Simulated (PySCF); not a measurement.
# SH2: structure of the triplet

Where does triplet SH2 go from a linear start, is the end point a minimum, and what are its modes, charges and moments?

Program: PySCF 2.14.0. Level of theory: PBE, basis S def2-TZVP, H def2-TZVP, no relativity, density fitting. These are calculated values, not measurements.

## 1. Starting geometry

3 atoms, charge 0, spin multiplicity 3.

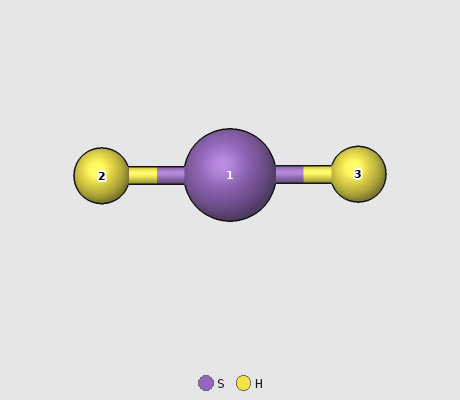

As it starts; sulfur purple, hydrogen yellow; atoms are numbered from 1 in the order of the file.

Coordinates in bohr (charge 0 multiplicity 3):
```
S     0.0000    0.0000    0.0000
H     0.0000    0.0000    2.5511
H     0.0000    0.0000   -2.5511
```

## 2. The SCF at the typed geometry

The steps below are one call of a driver around PySCF. For each, scf.py gives the equivalent set-up of the SCF; relaxations use the driver's own optimiser. After this first run the driver tries any further starts and a stability analysis.

Contents of scf.py:

```python
from pyscf import gto, scf, dft
mol = gto.M(atom='''
S      0.000000     0.000000     0.000000
H      0.000000     0.000000     1.350000
H      0.000000     0.000000    -1.350000''',
    basis={'S': 'def2-TZVP', 'H': 'def2-TZVP'},
    charge=0, spin=2)
mf = dft.UKS(mol, xc='PBE')
mf.grids.atom_grid = (50, 194)
aux = {'S': 'def2-universal-JKFIT', 'H': 'def2-universal-JKFIT'}
mf = mf.density_fit(auxbasis=aux)
mf.conv_tol = 1e-08
mf.diis_space = 10
mf.max_cycle = 60
mf.init_guess = 'minao'
mf.verbose = 4
mf.kernel()
```

Launch:

```bash
$ OMP_NUM_THREADS=2 python axn.py task.json out
```

Log:

```text
init E= -399.150186148451
[... the frontier-level lines of each cycle are left out ...]
cycle= 1 E= -399.048346714932  delta_E= 0.102  |g|= 0.0995  |ddm|= 1.52
cycle= 2 E= -399.053200450288  delta_E= -0.00485  |g|= 0.0418  |ddm|= 0.194
cycle= 3 E= -399.054017775245  delta_E= -0.000817  |g|= 0.0278  |ddm|= 0.136
cycle= 4 E= -399.054364715132  delta_E= -0.000347  |g|= 0.00263  |ddm|= 0.0432
cycle= 5 E= -399.054367477656  delta_E= -2.76e-06  |g|= 0.000305  |ddm|= 0.00254
cycle= 6 E= -399.054367541913  delta_E= -6.43e-08  |g|= 3.63e-05  |ddm|= 0.00069
cycle= 7 E= -399.054367543133  delta_E= -1.22e-09  |g|= 3.45e-06  |ddm|= 6.97e-05
Extra cycle  E= -399.054367543142  delta_E= -8.92e-12  |g|= 1.62e-06  |ddm|= 7.95e-06
converged SCF energy = -399.054367543142  <S^2> = 2.0052493  2S+1 = 3.0034975
```

This step, with its further starts and checks, ran for 4.3 s (2 threads of Arm Neoverse N1, shared host).

Energies from each starting density:

```
                      start  energy (Eh)
    the minimal-basis guess  -399.054368
a thermally smeared density  -399.054368
      a smeared PBE density  -399.054368
```

No lower solution of this spin turned up from the other starts or in the test of internal stability.

## 3. Linear start, triplet: relaxation

The program finds D∞h symmetry in the start, which this walk keeps. Threshold on the gradient: 0.0003 Eh/bohr, with a further test on the energy change.

scf.py, as its differences from that of step 2:

```diff
@@ -15 +14,0 @@
-mf.init_guess = 'minao'
```

Steps of the walk:

```
step  energy (Eh)  change (kJ/mol)  largest symmetric gradient (Eh/bohr)
   0  -399.054368             0.00                               0.06435
   1  -399.070431           -42.18                               0.02081
   2  -399.072911           -48.69                               0.00658
   3  -399.073231           -49.53                               0.00106
   4  -399.073240           -49.55                               0.00007
```

The walk took 3.1 s.

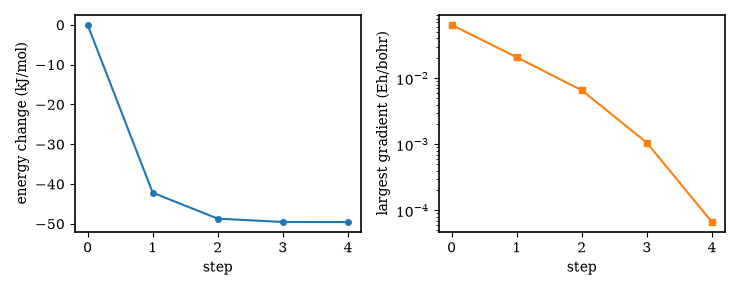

How energy and gradient fall.

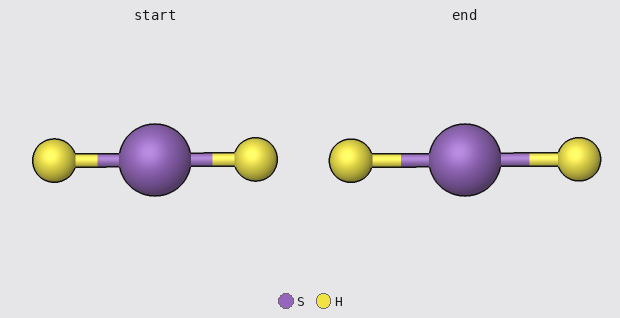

The geometry along the walk, at one scale.

It settles in D∞h symmetry, 49.6 kJ/mol below the start, after 4 steps: S–H 1.530 Å (×2); H–S–H 180.0°.

## 4. Is it a minimum? Harmonic modes

On the finer grid the gradient is checked again; gradients at displacements of ±0.02 bohr then give force constants and infrared intensities.

scf.py, as its differences from that of step 3:

```diff
@@ -4,2 +4,2 @@
-H      0.000000     0.000000     1.350000
-H      0.000000     0.000000    -1.350000''',
+H      0.000000     0.000000     1.529902
+H     -0.000000    -0.000000    -1.529902''',
@@ -9 +9 @@
-mf.grids.atom_grid = (50, 194)
+mf.grids.atom_grid = (75, 302)
@@ -12 +12 @@
-mf.conv_tol = 1e-08
+mf.conv_tol = 1e-10
```

This SCF starts from the last density.

Log of the central SCF (cycles and frontier levels):

```text
init E= -399.073242683209
[... the frontier-level lines of each cycle are left out ...]
cycle= 1 E= -399.07324268321  delta_E= -7.96e-13  |g|= 1.19e-07  |ddm|= 5.51e-07
Extra cycle  E= -399.07324268321  delta_E= 4.55e-13  |g|= 1.26e-07  |ddm|= 5.56e-07
converged SCF energy = -399.07324268321  <S^2> = 2.0081667  2S+1 = 3.0054395
```

The whole step took 25 s.

Geometry: D∞h; S–H 1.530 Å (×2); H–S–H 180.0°.

Harmonic modes (main isotopes):

```json
{"ω (cm⁻¹)": "561i", "IR (km/mol)": "22.9"}
{"ω (cm⁻¹)": "428", "IR (km/mol)": "549"}
{"ω (cm⁻¹)": "962", "IR (km/mol)": "1.4"}
{"ω (cm⁻¹)": "1777", "IR (km/mol)": "0.0"}
```

With 1 mode imaginary (up to 561i cm⁻¹) this point is a saddle.

Here the density breaks the symmetry of the frame, and no labels are given; pairs that should be degenerate can split.

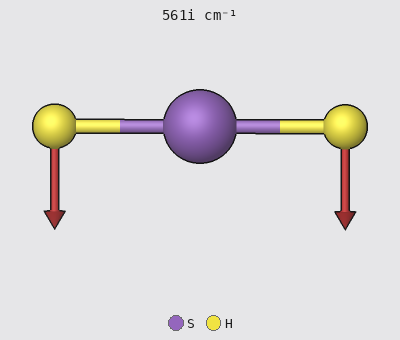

The imaginary mode, as arrows.

Properties at this point:

```
Dipole moment                                                   : 0.00 D
Highest occupied level                                          : -5.47 eV
Lowest empty level                                              : -5.80 eV
Rotational constants                                            : 3.573 cm⁻¹
Zero-point energy (real modes)                                  : 18.9 kJ/mol
Principal polarisabilities                                      : 13.1, 14.7, 44.9 bohr³
Atomisation energy without zero-point energy                    : 356 kJ/mol
Principal traceless quadrupole moments about the centre of mass : -2.75, 1.30, 1.45 D Å
Spin squared ⟨S²⟩                                               : 2.008
```

Charges (e) and bond orders:

| atom | Mulliken | Löwdin | polar tensor | spin (Mulliken) | Mayer order to S1 |
| --- | --- | --- | --- | --- | --- |
| S1 | -0.14 | 0.00 | 0.26 | 1.05 | – |
| H2,3 | 0.07 | 0.00 | -0.13 | 0.47 | 0.59 |

Mulliken populations on S1: s 5.87, p 10.16, d 0.11, f 0.01.

## 5. Leaving the saddle point

The atoms are moved a little along the softest imaginary mode and relaxed again.

The program finds C2v symmetry in the start, which this walk keeps. The walk stops when the largest gradient is under 0.0003 Eh/bohr and the energy has settled too.

scf.py, as its differences from that of step 4:

```diff
@@ -3,3 +3,3 @@
-S      0.000000     0.000000     0.000000
-H      0.000000     0.000000     1.529902
-H     -0.000000    -0.000000    -1.529902''',
+S     -0.003734    -0.006580     0.000000
+H      0.059222     0.104368     1.529902
+H      0.059222     0.104368    -1.529902''',
@@ -9 +9 @@
-mf.grids.atom_grid = (75, 302)
+mf.grids.atom_grid = (50, 194)
@@ -12 +12 @@
-mf.conv_tol = 1e-10
+mf.conv_tol = 1e-08
```

The optimiser's trace:

```csv
step,energy (Eh),change (kJ/mol),largest symmetric gradient (Eh/bohr)
0,-399.073815,0.00,0.00361
1,-399.074425,-1.60,0.00390
2,-399.074959,-3.00,0.00228
3,-399.074974,-3.04,0.00304
4,-399.075127,-3.45,0.00028
5,-399.075130,-3.45,0.00011
6,-399.075131,-3.45,0.00003
```

The walk took 4.9 s.

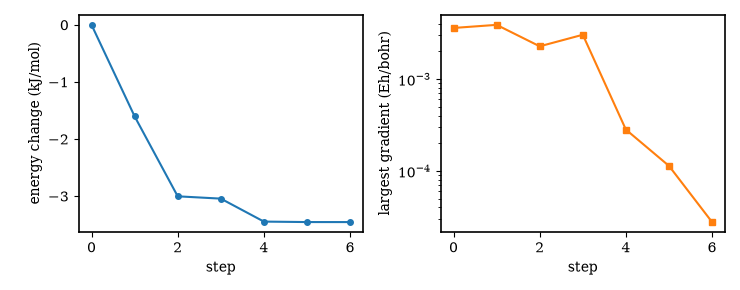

How energy and gradient fall.

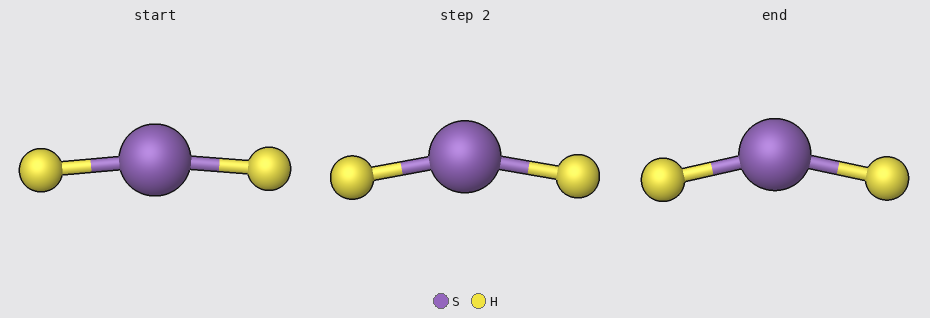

The geometry along the walk, at one scale.

After 6 steps and 3.5 kJ/mol it ends at C2v: S–H 1.538 Å (×2); H–S–H 155.2°.

## 6. Hessian and properties

As before: finer grid, then central differences.

scf.py, as its differences from that of step 5:

```diff
@@ -3,3 +3,3 @@
-S     -0.003734    -0.006580     0.000000
-H      0.059222     0.104368     1.529902
-H      0.059222     0.104368    -1.529902''',
+S     -0.009650    -0.017006    -0.000000
+H      0.153060     0.269743     1.502556
+H      0.153060     0.269743    -1.502556''',
@@ -9 +9 @@
-mf.grids.atom_grid = (50, 194)
+mf.grids.atom_grid = (75, 302)
@@ -12 +12 @@
-mf.conv_tol = 1e-08
+mf.conv_tol = 1e-10
```

Log of the central SCF (cycles and frontier levels):

```text
init E= -399.075133508123
[... the frontier-level lines of each cycle are left out ...]
cycle= 1 E= -399.075133508123  delta_E= 2.27e-13  |g|= 4.88e-07  |ddm|= 1.14e-06
Extra cycle  E= -399.075133508123  delta_E= -5.68e-13  |g|= 5.94e-07  |ddm|= 1.39e-06
converged SCF energy = -399.075133508123  <S^2> = 2.0069355  2S+1 = 3.0046201
```

The whole step ran for 12 s (2 threads of Arm Neoverse N1, shared host).

Geometry: C2v; S–H 1.538 Å (×2); H–S–H 155.2°.

Harmonic modes (main isotopes):

```tsv
symmetry	ω (cm⁻¹)	IR (km/mol)	type
b2	434	921	stretch
a1	636	0.2	bend
a1	1770	2.5	stretch
```

No imaginary mode, so this is a minimum.

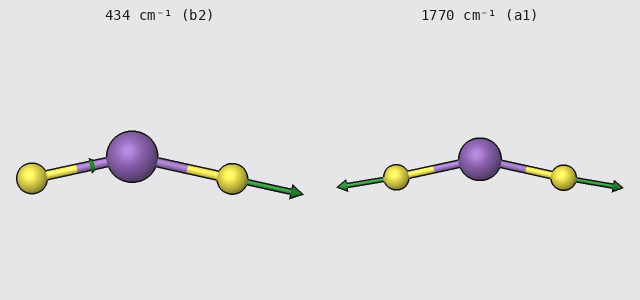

How the atoms move in 2 of the modes.

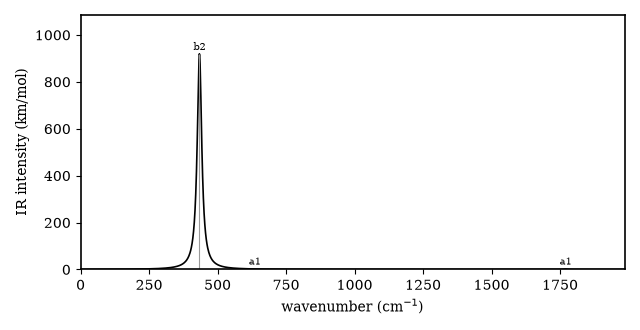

The harmonic infrared spectrum (widths in cm⁻¹). Lines are broadened to a width of 20 cm⁻¹ (Lorentzian).

Properties at this point:

- Dipole moment: 0.21 D
- Highest occupied level: -4.82 eV
- Lowest empty level: -5.91 eV
- Rotational constants: 81.79, 3.704, 3.544 cm⁻¹
- Zero-point energy: 17.0 kJ/mol
- Principal polarisabilities: 13.3, 15.3, 47.1 bohr³
- Atomisation energy without zero-point energy: 361 kJ/mol
- Principal traceless quadrupole moments about the centre of mass: -1.85, 0.20, 1.65 D Å
- Entropy at 298.15 K and 1 bar (electronic part: spin only): 216.1 J/(mol K)
- Heat capacity Cp at 298.15 K: 43.2 J/(mol K)
- Enthalpy at 298.15 K above 0 K: 11.02 kJ/mol
- Rotational symmetry number: 2
- Spin squared ⟨S²⟩: 2.007

Charges (e) and bond orders:

```tsv
atom	Mulliken	Löwdin	polar tensor	spin (Mulliken)	Mayer order to S1
S1	-0.07	0.05	0.39	1.15	–
H2,3	0.03	-0.03	-0.19	0.43	0.64
```

Mulliken populations on S1: s 5.88, p 10.06, d 0.12, f 0.01.

## 7. All stationary points

| spin | group | bonds | imaginary modes (cm⁻¹) | ΔE (kJ/mol) | with zero-point energy |
| --- | --- | --- | --- | --- | --- |
| triplet | C2v | S–H 1.538 Å (×2) | none | 0.0 | 0.0 |
| triplet | D∞h (density of lower symmetry) | S–H 1.530 Å (×2) | 561i | 5.0 | – |

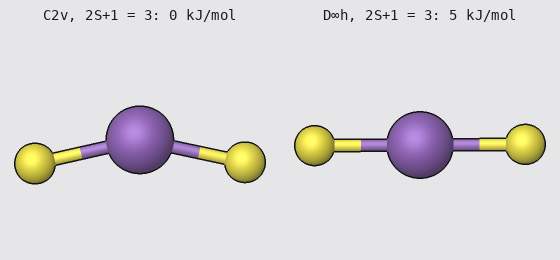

The points, lowest first (sulfur purple, hydrogen yellow).

## 8. Summary of results

| quantity | value |
| --- | --- |
| minimum | triplet, C2v |
| geometry | S–H 1.538 Å (×2); H–S–H 155.2° |
| wavenumbers (cm⁻¹) | 434 (b2), 636 (a1), 1770 (a1) |
| dipole moment | 0.21 D |
| highest occupied, lowest empty level (either spin) | -4.82, -5.91 eV |
| polar-tensor charge of S1 | +0.39 e |
| zero-point energy | 17.0 kJ/mol |
| entropy at 298.15 K | 216.1 J/(mol K) |
| atomisation energy (no zero-point energy) | 361 kJ/mol |
| ⟨S²⟩ | 2.007 |

In words: The linear start (D∞h) ends in a minimum of C2v symmetry, after a stop at a saddle point 5.0 kJ/mol higher, from which it was pushed off along an imaginary mode. An empty level of one spin lies below a filled level of the other, which hints that a lower spin is more stable. In the infrared the band at 434 cm⁻¹ (b2, stretch) leads. Most of the spin sits on S1 (Mulliken spin 1.15, against 2 for the whole molecule). Only this shape and spin were tried, so other structures or states may lie lower.

The search up to here took 49 s.
